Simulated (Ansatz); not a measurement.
# Convergence study of the k-point mesh at a smearing width of 0.02 eV for Zr (Im-3m, 1 atom in the cell)

```yaml
crystal:
  lattice:
    - [-1.79980, 1.79980, 1.79980]
    - [1.79980, -1.79980, 1.79980]
    - [1.79980, 1.79980, -1.79980]
  atoms:
    - { symbol: Zr, position: [0.00000, 0.00000, 0.00000] }
```

Method: LDA (PW92), PAW files made with PBE (plane waves; Ansatz, a quantum-chemistry and plane-wave program).

Base settings: basis.ecutwfc = 30.9 Ry; kpoints.mp_grid.grid = 13 13 13; hamiltonian.xc = lda; hamiltonian.pseudopotentials = {kind: paw} (the program's default PAW files); scf.occupations.method = fermi_dirac; scf.occupations.width = 0.0073 Ry.

In this ladder: scf.occupations.width = 0.0015 Ry.

Only quantities that move along the ladder and can be compared are tabulated.

The count of work is k-points × plane waves × bands × iterations; it is no time. 

The starting cell comes from a database of computed structures (which also holds hypothetical and non-ambient phases and stackings), without a prior relaxation at this level. Its lattice was rescaled by up to half a per cent. In the base run, with a pressure of about -8 GPa the cell is away from its equilibrium volume at this level. Ansatz's pressure includes its estimate of the finite-basis (Pulay) stress.

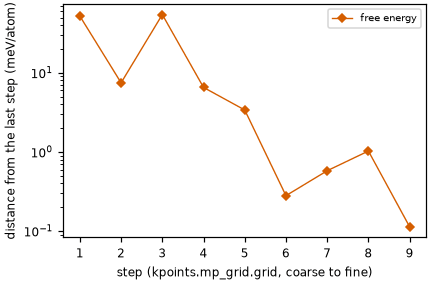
Figure: Distance from the last step along the ladder; very small values are drawn at a floor.

| kpoints.mp_grid.grid | free energy less the last step's (meV/atom) | pressure (GPa) | count of work / last |
|---|---|---|---|
| 5 5 5 | -52.05 | -8.45 | 0.013 |
| 6 6 6 | 7.48 | -9.09 | 0.021 |
| 7 7 7 | 54.49 | -7.93 | 0.027 |
| 8 8 8 | 6.54 | -7.95 | 0.039 |
| 10 10 10 | -3.39 | -8.92 | 0.062 |
| 12 12 12 | -0.28 | -8.56 | 0.096 |
| 14 14 14 | -0.58 | -8.36 | 0.14 |
| 17 17 17 | -1.03 | -8.52 | 0.22 |
| 25 25 25 | 0.11 | -8.50 | 0.61 |
| 30 30 30 | 0.00 | -8.38 | 1.0 |

Coarsest kpoints.mp_grid.grid that holds the free energy within 5 meV/atom of the last step, with all finer ones: 10 10 10, at 0.062 of the last step's count of work; the step before is off by 6.5 meV/atom.

Coarsest kpoints.mp_grid.grid that holds the pressure within 0.5 GPa of the last step, with all finer ones: 12 12 12, at 0.096 of the last step's count of work; the step before is off by 0.54 GPa.

Two neighbours can agree and both be off: 7 7 7 and 8 8 8 differ by 0.02 GPa in the pressure, yet lie about 0.44 GPa from the last step.

Keys are those of Ansatz 0.2.
